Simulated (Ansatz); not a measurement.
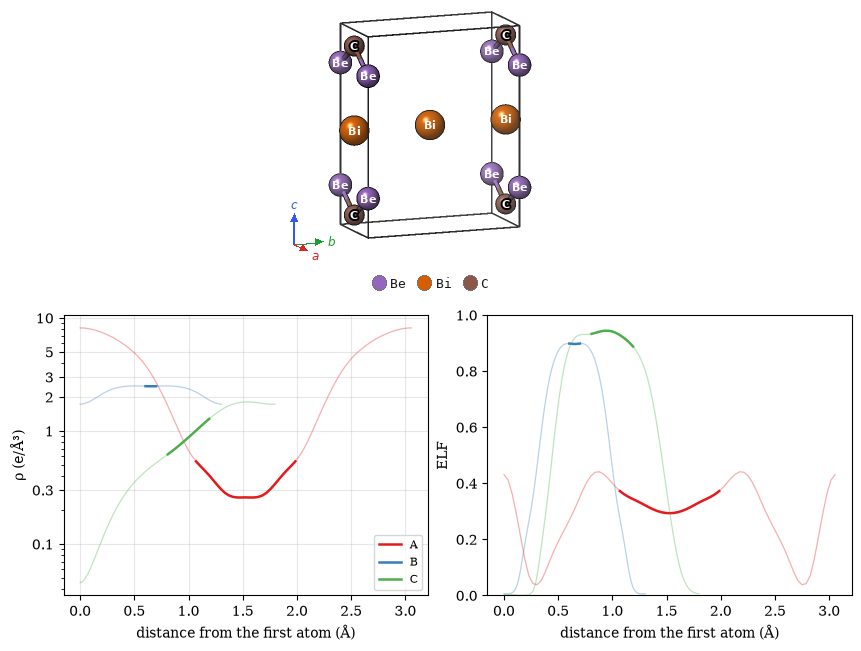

Figure. BeBiC. Valence pseudo-density and ELF along straight lines between neighbouring atoms. Thin, pale parts lie inside the atomic spheres. The structure is drawn too.

Space group Pmmm; a structure generated by program, which may or may not match a known phase.

Theory: Ansatz 0.2.0, DFT PBE, scalar-relativistic, plane waves, PAW.

The density is the valence pseudo-density of a PAW calculation; it isn't the true density close to the nuclei.

Question: Which curve belongs to which contact (Be–C, Bi–Bi and C–C)? The first atom named is at distance zero.

Answer: Curve A: Bi–Bi (3.05 Å): ρ is about 0.26 e/Å³ halfway; the ELF is about 0.30 at the midpoint: no localised pair shows between them. Curve B: C–C (1.30 Å): ρ is about 2.5 e/Å³ halfway; the ELF peaks at about 0.90 between the atoms. Curve C: Be–C (1.80 Å): ρ is about 0.73 e/Å³ halfway; the ELF peaks at about 0.95 between the atoms.
